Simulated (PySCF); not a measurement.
## Run report: AlH, single-point calculation

System: AlH, multiplicity 3.
Method: wB97X-V/def2-SVP, UKS (PySCF 2.14.0).

The geometry is that of the parent species in another charge or spin state. The geometry comes from this level: PBE0-D4/def2-TZVP.

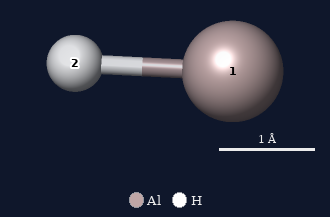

**Figure 1.** The structure (ball-and-stick view, seen at a tilt; atoms are numbered from 1 in the order of the input). Sticks mark near contacts. Bond lengths as drawn: Al–H 1.66 Å.

### Summary

- outcome: converged
- total energy: −242.777665 hartree
- basis functions: 23
- ⟨S²⟩: 2.005
- dipole moment: 0.75 D
- hardware: 1 thread of Arm Neoverse V2, 24 GiB of memory available, shared host
- wall time: 5.4 s
- peak memory: 0.19 GiB

### The input (job.py)
```python
from pyscf import gto, dft

mol = gto.Mole()
mol.atom = 'Al -0.000000 0.000000 -0.025640; H 0.000000 -0.000000 1.639110'
mol.verbose = 3
mol.charge = 0
mol.basis = 'def2-svp'
mol.spin = 2
mol.max_memory = 1860
mol.build()

calc0 = dft.UKS(mol)
calc0.xc = 'wb97x-v'
calc0.grids.level = 5
calc0.conv_tol = 1e-10
calc0.nlcgrids.level = 1
calc0.kernel()
if not calc0.converged:
    calc0 = calc0.newton().run(calc0.mo_coeff, calc0.mo_occ)

energy = calc0.e_tot
print('Final energy', energy)
```

Launched with:
```bash
OMP_NUM_THREADS=1 python job.py
```

### Output
```
WARN: HOMO -0.0224526388901986 >= LUMO -0.195905770801326

converged SCF energy = -242.777665006474  <S^2> = 2.0045481  2S+1 = 3.0030305
Final energy -242.77766500647414
```
